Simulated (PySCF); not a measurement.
CH₅BrSi, SMILES C[SiH2]Br at its B3LYP/def2-SVP optimised geometry (Å):

```
8

C      1.1255    -0.5405     0.0000
Si    -0.7503    -0.5405     0.0000
Br    -1.5188     1.5785     0.0000
H      1.4994    -1.5785     0.0060
H      1.5188    -0.0354    -0.8958
H      1.5187    -0.0252     0.8900
H     -1.2930    -1.2080     1.2150
H     -1.2931    -1.2078    -1.2150
```

Method: B3LYP/def2-TZVP in PySCF 2.14.0.

Map of the electron localisation function on the plane z = 0.6 Å:

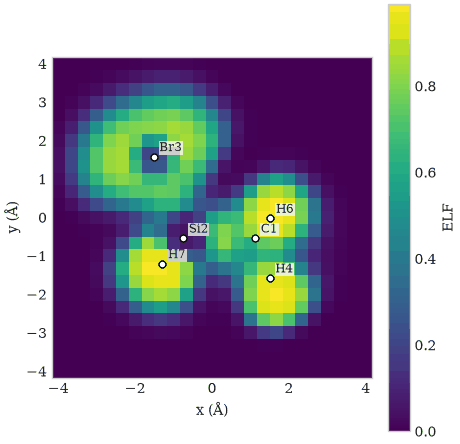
Fig. 1. Electron localisation function on the plane z = 0.6 Å.
